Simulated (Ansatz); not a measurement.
Geometry relaxation, with input and output: Al₁₈W (part 1 of 3)

- system: Al₁₈W (slab, 19 atoms in the cell)
- method: DFT PBE-D3(BJ), scalar-relativistic, plane waves, PAW, PAW set soft_1, no spin polarisation (Ansatz 0.2.0)

The input holds or restrains some coordinates. Forces given for the steps count only the free coordinates. It belongs to a series of runs on one base structure; here: end point B relaxed. Figures and captions count atoms from 1; the log counts them from 0 in places.

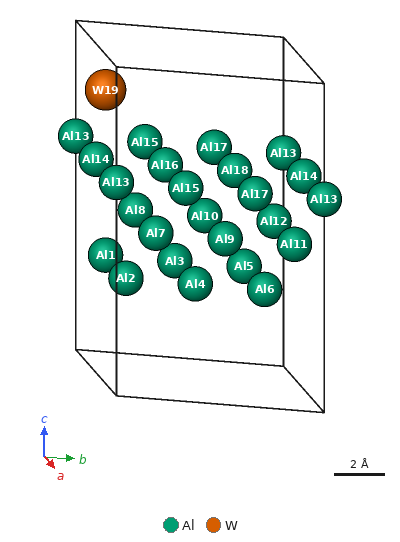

Figure 1. The starting structure (spheres-only view of the cell of the calculation, with the vacuum cut short, seen slightly off an axis; atoms are numbered from 1 in the order of the input). An atom can appear more than once, as a periodic image.

Summary

- outcome: converged under the restraints of the input
- electrons treated: 68
- free energy: −20056.9659 eV
- Fermi energy: 1.381 eV
- final volume: 753.28 Å³
- largest force (length of the vector) at the end, held atoms and coordinates included: 0.140 eV/Å
- hardware: 2 threads of Arm Neoverse V1, 24 GiB of memory available, shared host
- wall time: 3.5 min (CPU time 6.9 min)
- peak memory: 0.97 GiB

Notes

Warnings of the run: the exchange-correlation potential is rough where the density is thin. Spin–orbit coupling is left out, which matters for W.

Input
```yaml
crystal:
  lattice:
    - [5.727565, 0.0, 0.0]
    - [4.295674, 7.440325, 0.0]
    - [0.0, 0.0, 17.676537]
  atoms:
    - { symbol: Al, position: [0.16666666, 0.11111111, 0.05657217] }
    - { symbol: Al, position: [0.66666665, 0.11111111, 0.05657217] }
    - { symbol: Al, position: [0.16666664, 0.44444445, 0.05657217] }
    - { symbol: Al, position: [0.66666663, 0.44444445, 0.05657217] }
    - { symbol: Al, position: [0.16666662, 0.77777779, 0.05657217] }
    - { symbol: Al, position: [0.66666661, 0.77777779, 0.05657217] }
    - { symbol: Al, position: [-0.16666668, 0.22222223, 0.18885309] }
    - { symbol: Al, position: [0.33333332, 0.22222223, 0.18885309] }
    - { symbol: Al, position: [-0.1666667, 0.55555556, 0.18885309] }
    - { symbol: Al, position: [0.33333329, 0.55555556, 0.18885309] }
    - { symbol: Al, position: [-0.16666672, 0.8888889, 0.18885309] }
    - { symbol: Al, position: [0.33333327, 0.8888889, 0.18885309] }
    - { symbol: Al, position: [0.0, 0.0, 0.32113401] }
    - { symbol: Al, position: [0.49999999, 0.0, 0.32113401] }
    - { symbol: Al, position: [-2.0e-08, 0.33333334, 0.32113401] }
    - { symbol: Al, position: [0.49999997, 0.33333334, 0.32113401] }
    - { symbol: Al, position: [-4.0e-08, 0.66666668, 0.32113401] }
    - { symbol: Al, position: [0.49999995, 0.66666668, 0.32113401] }
    - { symbol: W, position: [0.1666666, 1.11111113, 0.45634149] }
basis:
  ecutwfc: 420.0
kpoints:
  mp_grid: { grid: [4, 3, 1] }
hamiltonian:
  xc: pbe
  dispersion: d3bj
  pseudopotentials: { kind: paw, azcp: { folder: soft_1 } }
scf:
  occupations: { method: gaussian, width: 0.1 }
  lower_state_search: "off"
relax:
  f_tol: 0.03
  max_steps: 60
  adjacent_minimum: "off"
  constraints: [{ sites: [0, 1, 2, 3, 4, 5] }]
output:
  write_density: true
  write_potential: true
  elf: true
  volumetric_format: npy
```

Launched with:
```bash
ansatz run input.yaml --threads 2 --pin off --max-ram 5120MiB --backend cpu --events-out ev --progress --plain --runs-dir out
```

Log
```
Engine: ansatz 0.2.0, aarch64-unknown-linux-gnu
Pseudopotentials: kind: paw
Pseudopotential: Al, paw, valence charge 3, recommended cutoff 420 eV (normal), [file]
Pseudopotential: W, paw, valence charge 14, recommended cutoff 420 eV (normal), [file]
Functional definition: PBE
  parameter kappa = 0.804
  parameter beta = 0.06672455060314922
  exchange = pbe_x(kappa = kappa, mu = beta*pi^2/3)
  correlation = pbe_c(beta = beta)
Crystal: 19 atoms, lattice volume = 753.285 Å³
Basis set: ecut = 420 eV, 14769 PW (Γ), exchange–correlation on 80×120×240 points (8 copies of the dense FFT grid, shifted against one another)
Bands: 53, of which v1, the nominal top of the filled ones, is band 34 counted from 1 (33 counted from 0)
Symmetry: 1 space group operations
Space group: P1 (ITA 1), of the structure as read, at distance tolerance 9.1e-5 Å
k-points: 7 of 12 (time reversal used)
Non-local potential: Al, projectors of the file, l = 0: 2, l = 1: 2, l = 2: 1
Non-local potential: W, projectors of the file, l = 0: 3, l = 1: 2, l = 2: 2, l = 3: 1
PAW form: soft (Blöchl's): semilocal exchange-correlation on the pseudo side does not see the compensation charge
PAW one-centre angular grid: Al, 110 points (default); XC on 64 Gauss nodes
PAW one-centre angular grid: W, 590 points (default); XC on 64 Gauss nodes
Initial density: superposition of atomic densities (neutral atoms: chi_scale 0, normalization atom)
Initial wavefunctions: pseudopotential atomic-orbital guess
Functional: x = pbe(κ = 0.804, μ = 0.2195149727645171), c = pbe(β = 0.06672455060314922)
SCF iter   1: F=—  HF=-20060.348297 eV  |F-HF|=—  |Δ(HF+E_count)|=         —  Δρ=3.62e-2  dr2=9.46e1  ethr=3.10e-3  ⟨swp⟩=9.1  Hψ=2125  notcnv=0
preconditioner: auto → LDOS  [metal: Δε(μ)=0.061 eV  Ē_g=5.837 eV  σ=0.100 eV  W_gap=0.33  n_scr=76 (ndim 8)  ℏωp=10.5 eV  f_vac=0.385  D(μ)=11.51/eV (n_scr^D=60)  β→1.0]
SCF iter   2: F=—  HF=-20056.277944 eV  |F-HF|=—  |Δ(HF+E_count)|=    4.07e0  Δρ=4.10e-2  dr2=6.82e1  ethr=3.10e-3  ⟨swp⟩=4.0  Hψ=869  notcnv=0  defer=78
SCF iter   3: F=—  HF=-20055.186815 eV  |F-HF|=—  |Δ(HF+E_count)|=    1.09e0  Δρ=1.83e-2  dr2=1.39e1  ethr=3.10e-3  ⟨swp⟩=3.0  Hψ=791  notcnv=0  defer=65
SCF iter   4: F=—  HF=-20054.737838 eV  |F-HF|=—  |Δ(HF+E_count)|=   4.49e-1  Δρ=6.01e-3  dr2=1.60e0  ethr=3.10e-3  ⟨swp⟩=2.0  Hψ=397  notcnv=0  defer=65
SCF iter   5: F=—  HF=-20054.697199 eV  |F-HF|=—  |Δ(HF+E_count)|=   4.06e-2  Δρ=2.36e-3  dr2=6.14e-2  ethr=2.36e-3  ⟨swp⟩=1.0  Hψ=306  notcnv=0  defer=65
SCF iter   6: F=—  HF=-20054.694784 eV  |F-HF|=—  |Δ(HF+E_count)|=   2.41e-3  Δρ=1.18e-3  dr2=5.48e-2  ethr=9.03e-5  ⟨swp⟩=2.4  Hψ=515  notcnv=0  defer=59
SCF iter   7: F=—  HF=-20054.694509 eV  |F-HF|=—  |Δ(HF+E_count)|=   2.76e-4  Δρ=3.82e-4  dr2=6.43e-3  ethr=8.06e-5  ⟨swp⟩=1.1  Hψ=313  notcnv=0  defer=59
SCF iter   8: F=—  HF=-20054.694331 eV  |F-HF|=—  |Δ(HF+E_count)|=   1.78e-4  Δρ=1.45e-4  dr2=6.80e-4  ethr=9.46e-6  ⟨swp⟩=1.3  Hψ=399  notcnv=0  defer=59
SCF iter   9: F=—  HF=-20054.694348 eV  |F-HF|=—  |Δ(HF+E_count)|=   1.68e-5  Δρ=4.53e-5  dr2=3.11e-5  ethr=9.99e-7  ⟨swp⟩=1.9  Hψ=360  notcnv=0  defer=59
SCF iter  10: F=-20054.694355 eV  HF=-20054.694363 eV  |F-HF|=7.83e-6  |Δ(HF+E_count)|=   1.52e-5  Δρ=3.27e-5  dr2=1.48e-5  ethr=3.31e-8  ⟨swp⟩=17.1  Hψ=3730  notcnv=0
SCF 1 converged in 10 iterations: F = -20054.694355 eV  dr2 = 1.48e-5
  greatest PAW one-centre occupation: 0.999 electrons in one spin orbital (limit 2), on the W atom at site 18 (counted from 0), in its partial waves of l = 0
relax step   1: F+E_penalty+E_count = -20054.69435498 eV  Δ(F+E_penalty+E_count) = +0.000e0 eV  max|allowed force component| = 4.151e0 eV/Å  Δτ_max = 0.0000 Å  (10 SCF iters, dr2 threshold 2.25e-5 eV, accepted)
Initial density: handed on by an earlier stage of this run
Initial wavefunctions: those handed on with the density
iter 1 solved again at ethr=9.71e-4 eV; its pass at ethr=3.10e-3 eV (dr2=6.60e-1 eV) is discarded
SCF iter   1: F=—  HF=-20055.694175 eV  |F-HF|=—  |Δ(HF+E_count)|=         —  Δρ=6.52e-3  dr2=7.33e-1  ethr=9.71e-4  ⟨swp⟩=1.0  Hψ=1273  notcnv=0  defer=59
eigensolver tolerance schedule calibrated: the retry pair's looser diagonalisation under-reported the residual by θ = 0.10 (0.20/decade); ethr = c·dr2/N_el runs at the constant in force after the calibration composes with the one it found (an armed cap, an earlier calibration), c = 2.6e-2
preconditioner: auto → LDOS  [metal: Δε(μ)=0.023 eV  Ē_g=5.509 eV  σ=0.100 eV  W_gap=0.13  n_scr=76 (ndim 8)  ℏωp=10.5 eV  f_vac=0.411  D(μ)=15.04/eV (n_scr^D=90)  β→1.0]
SCF iter   2: F=—  HF=-20055.623136 eV  |F-HF|=—  |Δ(HF+E_count)|=   7.10e-2  Δρ=3.74e-3  dr2=4.23e-1  ethr=2.79e-4  ⟨swp⟩=3.0  Hψ=659  notcnv=0  defer=59
SCF iter   3: F=—  HF=-20055.602391 eV  |F-HF|=—  |Δ(HF+E_count)|=   2.07e-2  Δρ=9.69e-4  dr2=1.23e-2  ethr=1.61e-4  ⟨swp⟩=2.0  Hψ=599  notcnv=0  defer=59
SCF iter   4: F=—  HF=-20055.601005 eV  |F-HF|=—  |Δ(HF+E_count)|=   1.39e-3  Δρ=4.95e-4  dr2=2.59e-3  ethr=4.70e-6  ⟨swp⟩=3.3  Hψ=693  notcnv=0  defer=59
SCF iter   5: F=—  HF=-20055.601031 eV  |F-HF|=—  |Δ(HF+E_count)|=   2.64e-5  Δρ=1.76e-4  dr2=4.54e-4  ethr=9.89e-7  ⟨swp⟩=2.0  Hψ=549  notcnv=0  defer=59
SCF iter   6: F=-20055.601035 eV  HF=-20055.601057 eV  |F-HF|=2.20e-5  |Δ(HF+E_count)|=   2.64e-5  Δρ=4.89e-5  dr2=4.78e-5  ethr=3.81e-8  ⟨swp⟩=13.0  Hψ=3235  notcnv=0
SCF 2 converged in 6 iterations: F = -20055.601035 eV  dr2 = 4.78e-5
relax step   2: F+E_penalty+E_count = -20055.60103543 eV  Δ(F+E_penalty+E_count) = -9.067e-1 eV  max|allowed force component| = 3.446e0 eV/Å  Δτ_max = 0.1949 Å  (6 SCF iters, dr2 threshold 1.00e-4 eV, accepted)
SCF iter   1: F=—  HF=-20056.104549 eV  |F-HF|=—  |Δ(HF+E_count)|=         —  Δρ=1.07e-2  dr2=4.66e0  ethr=3.10e-3  ⟨swp⟩=4.0  Hψ=895  notcnv=0  defer=59
preconditioner: auto → LDOS  [metal: Δε(μ)=0.041 eV  Ē_g=5.551 eV  σ=0.100 eV  W_gap=0.23  n_scr=76 (ndim 8)  ℏωp=10.5 eV  f_vac=0.420  D(μ)=10.83/eV (n_scr^D=52)  β→1.0]
SCF iter   2: F=—  HF=-20055.929874 eV  |F-HF|=—  |Δ(HF+E_count)|=   1.75e-1  Δρ=3.35e-3  dr2=1.61e-1  ethr=3.10e-3  ⟨swp⟩=1.7  Hψ=433  notcnv=0  defer=59
SCF iter   3: F=—  HF=-20055.930142 eV  |F-HF|=—  |Δ(HF+E_count)|=   2.69e-4  Δρ=2.45e-3  dr2=9.80e-2  ethr=2.37e-4  ⟨swp⟩=2.6  Hψ=571  notcnv=0  defer=65
SCF iter   4: F=—  HF=-20055.923390 eV  |F-HF|=—  |Δ(HF+E_count)|=   6.75e-3  Δρ=7.64e-4  dr2=1.86e-2  ethr=1.44e-4  ⟨swp⟩=1.0  Hψ=371  notcnv=0  defer=60
SCF iter   5: F=—  HF=-20055.922977 eV  |F-HF|=—  |Δ(HF+E_count)|=   4.14e-4  Δρ=1.73e-4  dr2=2.18e-4  ethr=2.74e-5  ⟨swp⟩=1.3  Hψ=305  notcnv=0  defer=60
SCF iter   6: F=—  HF=-20055.923089 eV  |F-HF|=—  |Δ(HF+E_count)|=   1.12e-4  Δρ=5.56e-5  dr2=6.68e-5  ethr=3.20e-7  ⟨swp⟩=3.0  Hψ=559  notcnv=0  defer=60
SCF iter   7: F=-20055.923087 eV  HF=-20055.923090 eV  |F-HF|=2.95e-6  |Δ(HF+E_count)|=   1.19e-6  Δρ=2.15e-5  dr2=7.42e-6  ethr=9.82e-8  ⟨swp⟩=14.0  Hψ=3249  notcnv=0
SCF 3 converged in 7 iterations: F = -20055.923087 eV  dr2 = 7.42e-6
[...]
  Residual-converged pass: ⟨swp⟩=1.0  Hψ=399  notcnv=0  max |occ|·‖R‖ = 7.0e-9 eV (tolerance 1.0e-8 eV)  dr2=7.42e-6  dr2_onsite=5.85e-8  max |Δocc| = 1.9e-10
relax step   3: F+E_penalty+E_count = -20055.92308725 eV  Δ(F+E_penalty+E_count) = -3.221e-1 eV  max|allowed force component| = 2.994e0 eV/Å  Δτ_max = 0.2000 Å  (7 SCF iters, dr2 threshold 1.00e-4 eV, accepted)
preconditioner: auto → LDOS  [metal: Δε(μ)=0.039 eV  Ē_g=5.598 eV  σ=0.100 eV  W_gap=0.22  n_scr=76 (ndim 8)  ℏωp=10.5 eV  f_vac=0.425  D(μ)=11.92/eV (n_scr^D=66)  β→1.0]
relax step   4: F+E_penalty+E_count = -20056.34105637 eV  Δ(F+E_penalty+E_count) = -4.180e-1 eV  max|allowed force component| = 4.268e-1 eV/Å  Δτ_max = 0.1985 Å  (6 SCF iters, dr2 threshold 1.00e-4 eV, accepted)
preconditioner: auto → LDOS  [metal: Δε(μ)=0.047 eV  Ē_g=5.639 eV  σ=0.100 eV  W_gap=0.26  n_scr=76 (ndim 8)  ℏωp=10.5 eV  f_vac=0.432  D(μ)=10.04/eV (n_scr^D=48)  β→1.0]
relax step   5: F+E_penalty+E_count = -20056.43636782 eV  Δ(F+E_penalty+E_count) = -9.531e-2 eV  max|allowed force component| = 1.124e-1 eV/Å  Δτ_max = 0.1630 Å  (8 SCF iters, dr2 threshold 1.14e-5 eV, accepted)
preconditioner: auto → LDOS  [metal: Δε(μ)=0.015 eV  Ē_g=5.595 eV  σ=0.100 eV  W_gap=0.08  n_scr=76 (ndim 8)  ℏωp=10.5 eV  f_vac=0.429  D(μ)=10.64/eV (n_scr^D=52)  β→1.0]
relax step   6: F+E_penalty+E_count = -20056.46953451 eV  Δ(F+E_penalty+E_count) = -3.317e-2 eV  max|allowed force component| = 1.278e-1 eV/Å  Δτ_max = 0.2000 Å  (8 SCF iters, accepted)
preconditioner: auto → LDOS  [metal: Δε(μ)=0.010 eV  Ē_g=5.577 eV  σ=0.100 eV  W_gap=0.06  n_scr=76 (ndim 8)  ℏωp=10.5 eV  f_vac=0.428  D(μ)=11.04/eV (n_scr^D=52)  β→1.0]
relax step   7: F+E_penalty+E_count = -20056.53191522 eV  Δ(F+E_penalty+E_count) = -6.238e-2 eV  max|allowed force component| = 3.309e-1 eV/Å  Δτ_max = 0.1956 Å  (7 SCF iters, dr2 threshold 1.13e-6 eV, accepted)
preconditioner: auto → LDOS  [metal: Δε(μ)=0.033 eV  Ē_g=5.593 eV  σ=0.100 eV  W_gap=0.18  n_scr=76 (ndim 8)  ℏωp=10.5 eV  f_vac=0.427  D(μ)=11.02/eV (n_scr^D=52)  β→1.0]
relax step   8: F+E_penalty+E_count = -20056.63957448 eV  Δ(F+E_penalty+E_count) = -1.077e-1 eV  max|allowed force component| = 4.413e-1 eV/Å  Δτ_max = 0.1951 Å  (5 SCF iters, dr2 threshold 1.00e-4 eV, accepted)
preconditioner: auto → LDOS  [metal: Δε(μ)=0.061 eV  Ē_g=5.586 eV  σ=0.100 eV  W_gap=0.32  n_scr=76 (ndim 8)  ℏωp=10.5 eV  f_vac=0.425  D(μ)=11.35/eV (n_scr^D=52)  β→1.0]
relax step   9: F+E_penalty+E_count = -20056.71526030 eV  Δ(F+E_penalty+E_count) = -7.569e-2 eV  max|allowed force component| = 1.555e-1 eV/Å  Δτ_max = 0.1986 Å  (6 SCF iters, dr2 threshold 1.00e-4 eV, accepted)
eigensolver tolerance schedule calibrated: the retry pair's looser diagonalisation under-reported the residual by θ = 0.12 (0.13/decade); ethr = c·dr2/N_el runs at the constant in force after the calibration composes with the one it found (an armed cap, an earlier calibration), c = 5.9e-2
preconditioner: auto → LDOS  [metal: Δε(μ)=0.044 eV  Ē_g=5.583 eV  σ=0.100 eV  W_gap=0.24  n_scr=76 (ndim 8)  ℏωp=10.5 eV  f_vac=0.425  D(μ)=11.63/eV (n_scr^D=60)  β→1.0]
relax step  10: F+E_penalty+E_count = -20056.76898185 eV  Δ(F+E_penalty+E_count) = -5.372e-2 eV  max|allowed force component| = 1.630e-1 eV/Å  Δτ_max = 0.1935 Å  (7 SCF iters, dr2 threshold 3.00e-6 eV, accepted)
preconditioner: auto → LDOS  [metal: Δε(μ)=0.025 eV  Ē_g=5.608 eV  σ=0.100 eV  W_gap=0.14  n_scr=76 (ndim 8)  ℏωp=10.5 eV  f_vac=0.429  D(μ)=11.83/eV (n_scr^D=64)  β→1.0]
relax step  11: F+E_penalty+E_count = -20056.81243780 eV  Δ(F+E_penalty+E_count) = -4.346e-2 eV  max|allowed force component| = 2.044e-1 eV/Å  Δτ_max = 0.2000 Å  (7 SCF iters, dr2 threshold 3.30e-6 eV, accepted)
preconditioner: auto → LDOS  [metal: Δε(μ)=0.036 eV  Ē_g=5.622 eV  σ=0.100 eV  W_gap=0.20  n_scr=76 (ndim 8)  ℏωp=10.5 eV  f_vac=0.432  D(μ)=11.63/eV (n_scr^D=60)  β→1.0]
relax step  12: F+E_penalty+E_count = -20056.86702249 eV  Δ(F+E_penalty+E_count) = -5.458e-2 eV  max|allowed force component| = 1.338e-1 eV/Å  Δτ_max = 0.1969 Å  (6 SCF iters, dr2 threshold 4.18e-5 eV, accepted)
preconditioner: auto → LDOS  [metal: Δε(μ)=0.014 eV  Ē_g=5.628 eV  σ=0.100 eV  W_gap=0.08  n_scr=76 (ndim 8)  ℏωp=10.5 eV  f_vac=0.433  D(μ)=11.23/eV (n_scr^D=52)  β→1.0]
relax step  13: F+E_penalty+E_count = -20056.91266878 eV  Δ(F+E_penalty+E_count) = -4.565e-2 eV  max|allowed force component| = 1.579e-1 eV/Å  Δτ_max = 0.1963 Å  (6 SCF iters, dr2 threshold 7.67e-6 eV, accepted)
preconditioner: auto → LDOS  [metal: Δε(μ)=0.015 eV  Ē_g=5.631 eV  σ=0.100 eV  W_gap=0.09  n_scr=76 (ndim 8)  ℏωp=10.5 eV  f_vac=0.434  D(μ)=10.46/eV (n_scr^D=52)  β→1.0]
relax step  14: F+E_penalty+E_count = -20056.94439796 eV  Δ(F+E_penalty+E_count) = -3.173e-2 eV  max|allowed force component| = 1.056e-1 eV/Å  Δτ_max = 0.1978 Å  (6 SCF iters, dr2 threshold 1.07e-5 eV, accepted)
eigensolver tolerance schedule calibrated: the retry pair's looser diagonalisation under-reported the residual by θ = 0.12 (0.14/decade); ethr = c·dr2/N_el runs at the constant in force after the calibration composes with the one it found (an armed cap, an earlier calibration), c = 5.3e-2
preconditioner: auto → LDOS  [metal: Δε(μ)=0.075 eV  Ē_g=5.623 eV  σ=0.100 eV  W_gap=0.40  n_scr=76 (ndim 8)  ℏωp=10.5 eV  f_vac=0.433  D(μ)=9.28/eV (n_scr^D=42)  β→1.0]
relax step  15: F+E_penalty+E_count = -20056.96211809 eV  Δ(F+E_penalty+E_count) = -1.772e-2 eV  max|allowed force component| = 6.771e-2 eV/Å  Δτ_max = 0.1873 Å  (6 SCF iters, dr2 threshold 4.99e-6 eV, accepted)
preconditioner: auto → LDOS  [metal: Δε(μ)=0.041 eV  Ē_g=5.630 eV  σ=0.100 eV  W_gap=0.23  n_scr=76 (ndim 8)  ℏωp=10.5 eV  f_vac=0.433  D(μ)=9.74/eV (n_scr^D=44)  β→1.0]
relax step  16: F+E_penalty+E_count = -20056.96500535 eV  Δ(F+E_penalty+E_count) = -2.887e-3 eV  max|allowed force component| = 2.368e-2 eV/Å  Δτ_max = 0.0598 Å  (6 SCF iters, dr2 threshold 1.88e-6 eV, accepted)
preconditioner: auto → LDOS  [metal: Δε(μ)=0.048 eV  Ē_g=5.629 eV  σ=0.100 eV  W_gap=0.26  n_scr=76 (ndim 8)  ℏωp=10.5 eV  f_vac=0.433  D(μ)=9.69/eV (n_scr^D=44)  β→1.0]
relax step  17: F+E_penalty+E_count = -20056.96500576 eV  Δ(F+E_penalty+E_count) = -4.093e-7 eV  max|allowed force component| = 2.367e-2 eV/Å  Δτ_max = 0.0000 Å  (3 SCF iters, accepted)
preconditioner: auto → LDOS  [metal: Δε(μ)=0.047 eV  Ē_g=5.633 eV  σ=0.100 eV  W_gap=0.26  n_scr=76 (ndim 8)  ℏωp=10.5 eV  f_vac=0.433  D(μ)=9.58/eV (n_scr^D=42)  β→1.0]
relax step  18: F+E_penalty+E_count = -20056.96586599 eV  Δ(F+E_penalty+E_count) = -8.602e-4 eV  max|allowed force component| = 1.670e-2 eV/Å  Δτ_max = 0.0289 Å  (6 SCF iters, accepted)
```

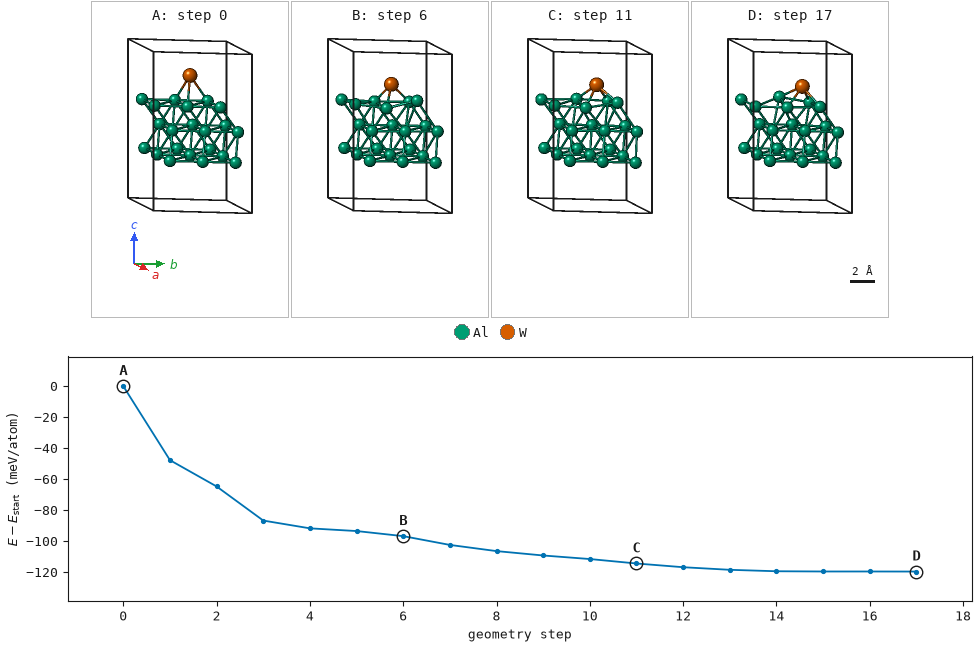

Figure 2. Frames of the restrained relaxation (ball-and-stick view of the cell of the calculation, with the vacuum cut short (origin shifted), seen slightly off an axis) above the curves, on which the letters mark them (the first geometry is step 0 here and step 1 in the log).

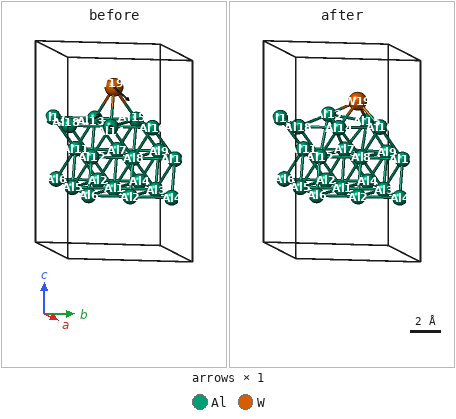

Figure 3. Before (left) and after (right) the restrained relaxation, at one scale (ball-and-stick view of the cell of the calculation, with the vacuum cut short (origin shifted), seen slightly off an axis). The black arrows give the displacements, at true length. The largest move is that of W19, 1.49 Å. Largest moves by element: W 1.49 Å, Al 0.64 Å. The cell doesn't change. Distances before and after: Al16–W19 4.080 → 2.534 Å, Al14–Al15 2.864 → 3.561 Å, Al11–Al13 2.864 → 3.473 Å, Al13–Al17 2.864 → 3.382 Å. New bonds form: Al16–W19 (4.08 → 2.53 Å). Among the angles that change: Al14–W19–Al15 59.0° → 93.1°, Al13–W19–Al14 59.0° → 66.1°, Al13–W19–Al15 59.0° → 63.7°. Over 17 geometry steps the energy falls by 120 meV per atom. Largest force component: 4.2 eV/Å at the start, 0.017 eV/Å at the end. (Atoms are counted from 1 in the order of the input.)
